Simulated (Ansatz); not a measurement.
## Profile along the Sr–Sr line in Sr (fcc, Cu type)

Sr (fcc, Cu type)

Space group Fm-3m (No. 225); a = 6.029 Å, b = 6.029 Å, c = 6.029 Å, α = 90.00°, β = 90.00°, γ = 90.00°

```json
[
 {"atom": "Sr", "site": "4a", "symmetry": "m-3m", "x": "0.0000", "y": "0.0000", "z": "0.0000"}
]
```
(The calculation used a cell of 1 atom; values per cell refer to that cell.)

Fields along a shortest Sr–Sr line of a {100} plane (4.26 Å), from Sr to Sr, interpolated on the slice's grid (step about 0.2 Å). These are PBE (plane waves to 420 eV, PAW, scalar-relativistic; Ansatz, a first-principles code) values and carry that method's errors. k mesh 13×13×13. These are valence fields of a PAW run, semicore shells included where kept as valence: close to a nucleus they are smooth pseudo fields. Sr was relaxed with its symmetry unable to fall.

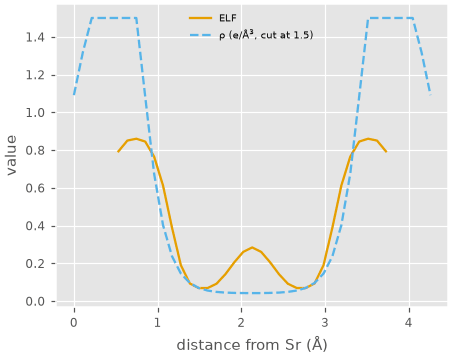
ELF (away from the nuclei) and valence density from Sr to Sr.

Density on the Sr–Sr line (4.26 Å) at its midpoint: 0.04 e/Å³. ELF at that point: 0.28.
